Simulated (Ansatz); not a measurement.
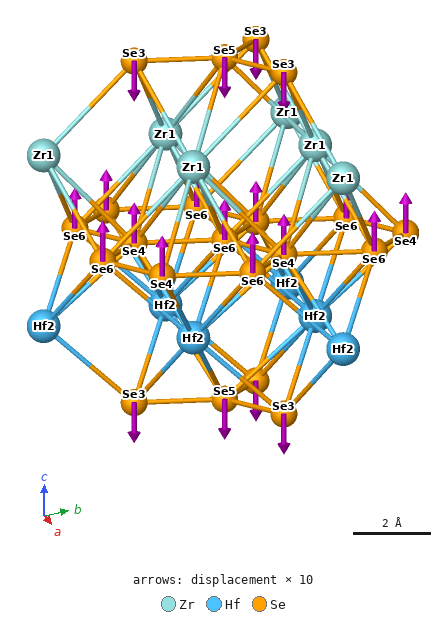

This is a relaxation of crystalline HfZrSe4 (a generated structure, set up in P6/mmm) (coarse preliminary run). The starting structure is drawn; purple arrows show the displacements (the part carried along by the change of the cell is left out), 10 times their true length.

A ball-and-stick model of the atoms within 5.8 Å of the atom that moves most (axes of the cell of the calculation), seen slightly off an axis.

These are results of DFT PBE, scalar-relativistic, plane waves, PAW in Ansatz 0.2.0, not measurements.

Input
```yaml
crystal:
  lattice:
    - [4.15263471, 0.0, 0.0]
    - [-2.07631736, 3.59628715, 0.0]
    - [0.0, 0.0, 9.11008795]
  atoms:
    - { symbol: Zr, position: [0.0, 0.0, 0.5] }
    - { symbol: Hf, position: [0.0, 0.0, 0.0] }
    - { symbol: Se, position: [0.33333333, 0.66666667, 0.76642942] }
    - { symbol: Se, position: [0.33333333, 0.66666667, 0.23357058] }
    - { symbol: Se, position: [0.66666667, 0.33333333, 0.76642942] }
    - { symbol: Se, position: [0.66666667, 0.33333333, 0.23357058] }
basis:
  ecutwfc: 420
kpoints:
  mp_grid: { grid: [6, 6, 2] }
hamiltonian:
  xc: pbe
scf:
  occupations: { method: gaussian, width: 0.1 }
  lower_state_search: "off"
output:
  forces: true
  stress: true
  eigenvalues: true
relax:
  adjacent_minimum: "off"
  f_tol: 0.04
  max_steps: 70
  cell: { stress_tol: 0.4 }
```

Run as
```bash
ansatz run input.yaml --threads 1 --pin off --max-ram 2560MiB --backend cpu --events-out ev --progress --plain --runs-dir out
```

**Which element moves most?**

Selenium: up to 0.11 Å, against 0.00 Å for zirconium.

**What did the optimiser do to the structure, and how much energy did it gain?**

After 9 accepted moves (12 points after the start) the energy has fallen by 1135 meV per atom. Largest force component: 0.0084 eV/Å at the start, 0.00085 eV/Å at the end. The pressure goes from 8.47 to 0.10 GPa. The line search rejected the trial steps at points 7, 10 of the run. The SCF was repeated once at an unchanged geometry on a basis and grid sized afresh for the cell, which shifted the energy by 1.7 meV per atom at most. The largest moves relative to the cell, 0.11 Å, are those of Se3, Se4, Se5 and Se6. Se6 goes along +c. Zr and Hf stay in place. The volume changes by −10.4 %, with a = b 4.153 → 4.751 Å (+14.4 %), c 9.110 → 6.239 Å (−31.5 %). Near-neighbour distances that change, for instance: Se3–Se4 4.854 → 3.107 Å, Zr1–Hf2 4.555 → 3.119 Å, Se3–Se4 (another image) 4.256 → 3.132 Å, Se3–Se5 2.398 → 2.743 Å. New bonds form, among them: Zr1–Hf2 (4.56 → 3.12 Å). The space group stays P6/mmm (No. 191). Cost: 4.7 min on 1 thread of Intel(R) Xeon(R) Processor @ 2.50GHz (Skylake/Cascade Lake), with other jobs on the host, peak memory 0.52 GiB.
